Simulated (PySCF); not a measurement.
SMILES c1ccc2c(c1)sc1c3ccccc3sc21 at its GFN2-xTB optimised geometry (Å):

```
24

C      2.9563     3.2961     0.0000
C      1.6790     3.8545     0.0000
C      0.5576     3.0547     0.0000
C      0.7110     1.6692     0.0000
C      2.0094     1.1162     0.0000
C      3.1326     1.9265     0.0000
S      2.0022    -0.6359     0.0000
C      0.2640    -0.6359     0.0000
C     -0.7110    -1.6692     0.0000
C     -0.5576    -3.0547     0.0000
C     -1.6790    -3.8545     0.0000
C     -2.9563    -3.2961     0.0000
C     -3.1326    -1.9265     0.0000
C     -2.0094    -1.1162     0.0000
S     -2.0022     0.6359     0.0000
C     -0.2640     0.6359     0.0000
H      3.8204     3.9430     0.0000
H      1.5704     4.9286     0.0000
H     -0.4359     3.4772     0.0000
H      4.1191     1.4893     0.0000
H      0.4359    -3.4772     0.0000
H     -1.5704    -4.9286     0.0000
H     -3.8204    -3.9430     0.0000
H     -4.1191    -1.4893     0.0000
```

Computed with CAM-B3LYP/def2-SVP (PySCF). Cells within 0.4 Å of a nucleus heavier than hydrogen are left out (blank, or x).

Map of the log10 of the electron density (e/bohr³), floored at −4 on the plane z = 0.0 Å:

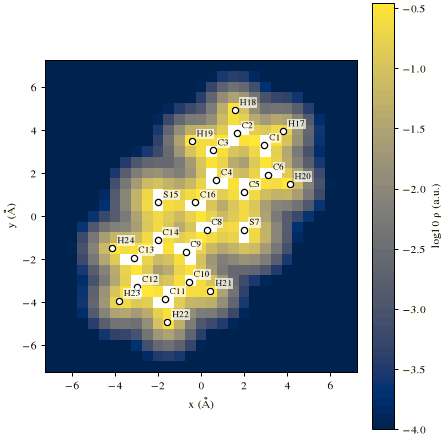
*Log10 of the electron density (e/bohr³), floored at −4 on the plane z = 0.0 Å.*
